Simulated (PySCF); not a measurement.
**U-wB97X-V/6-31G(d) (spherical functions) run of OH (SMILES [OH])**

What is the energy change on altering one bond length of OH at U-wB97X-V/6-31G* (spherical functions)? The job is set up through a Python script.

Program for the calculation: PySCF 2.14.0.

9 further runs of the same task are left out: 2 that didn't finish, 7 set aside as unsound or not needed.

## (1) The molecule

The species is OH (2 atoms), meant as a doublet with charge 0. As SMILES, `[OH]`. Geometry: relaxed at PBE0-D4/def2-TZVP.

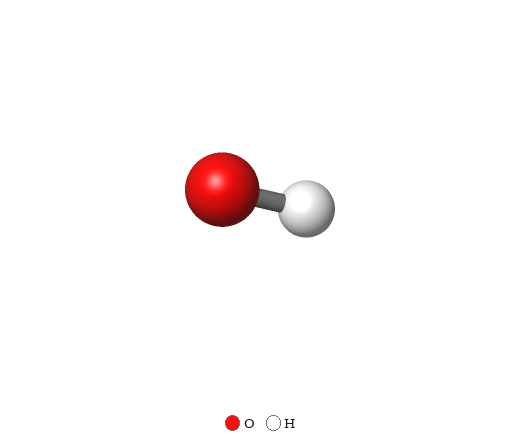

The structure, seen from a chosen angle (oxygen red, hydrogen white).

## (2) A single-point energy at U-wB97X-V/6-31G(d) (spherical functions)

The input, calc.py:

```python
from pyscf import gto, dft

mol = gto.M(
    atom=[
    ('O', (0.415880, -0.133150, 0.214550)),
    ('H', (-0.415880, 0.133150, -0.214550)),
],
    basis='6-31g*',
    charge=0,
    max_memory=1860,
    verbose=3,
    spin=1,
)

mf = dft.UKS(mol)
mf.xc = 'wb97x-v'
mf.conv_tol = 1e-10
mf.grids.level = 5
mf.nlcgrids.level = 1
mf.kernel()
if not mf.converged:
    mf = mf.newton().run(mf.mo_coeff, mf.mo_occ)

energy = mf.e_tot
print('E(%s) = %.9f' % ('WB97X-V', energy))
```

Started as:

```bash
$ OMP_NUM_THREADS=1 python calc.py
```

What it wrote:

```text
WARN: HOMO -0.417696873811604 >= LUMO -0.417696873811603

converged SCF energy = -75.6924148366717  <S^2> = 0.7518637  2S+1 = 2.0018628
E(WB97X-V) = -75.692414837
```

It took 3.3 s on 1 thread of Arm Neoverse V2, shared host; peak memory 0.17 GiB.

## (3) The distorted shape

The input, calc.py:

```python
from pyscf import gto, dft

mol = gto.M(
    atom=[
    ('O', (1.081264, -0.346182, 0.557818)),
    ('H', (-0.415880, 0.133150, -0.214550)),
],
    charge=0,
    max_memory=1860,
    basis='6-31g*',
    spin=1,
    verbose=3,
)

calc0 = dft.UKS(mol, xc='wb97x-v')
calc0.nlcgrids.level = 1
calc0.conv_tol = 1e-10
calc0.grids.level = 5
calc0.kernel()
if not calc0.converged:
    calc0 = calc0.newton().run(calc0.mo_coeff, calc0.mo_occ)

etot = calc0.e_tot
print('E = %.10f Eh' % etot)
```

Started as:

```bash
$ OMP_NUM_THREADS=1 python calc.py
```

What it wrote:

```text
SCF not converged.
SCF energy = -75.5499560858313 after 50 cycles  <S^2> = 0.84206246  2S+1 = 2.0900358

WARN: NLC contribution in gen_response is NOT included

WARN: NLC contribution in gen_response is NOT included

WARN: NLC contribution in gen_response is NOT included

WARN: NLC contribution in gen_response is NOT included

WARN: NLC contribution in gen_response is NOT included

WARN: NLC contribution in gen_response is NOT included

converged SCF energy = -75.5644993843527  <S^2> = 1.1874531  2S+1 = 2.3978767
E = -75.5644993844 Eh
```

It took 19 s on 1 thread of Arm Neoverse V2, shared host; peak memory 0.26 GiB.

## (4) Results

At U-wB97X-V/6-31G* (spherical functions):

| quantity | value |
| --- | --- |
| first shape: total energy | -75.69241 Eh |
| first shape: dipole moment | 1.78 D |
| first shape: HOMO energy (highest over α and β) | -11.17 eV |
| first shape: LUMO energy (lowest over α and β) | -1.14 eV |
| first shape: ⟨S²⟩ | 0.752 |
| distorted shape: total energy | -75.56450 Eh |
| distorted shape: dipole moment | 1.29 D |
| distorted shape: HOMO energy (highest over α and β) | -10.95 eV |
| distorted shape: LUMO energy (lowest over α and β) | -0.83 eV |
| distorted shape: ⟨S²⟩ | 1.187 |
| energy change with the O1–H2 bond stretched from 0.973 to 1.751 Å | 3.481 eV |

With the O1–H2 bond stretched from 0.973 to 1.751 Å the energy rises by 3.48 eV (336 kJ/mol). The first shape isn't relaxed at this level, so the change isn't measured from a minimum. ⟨S²⟩ (distorted shape) is 1.19 where a pure doublet has 0.75: the reference is spin-contaminated.
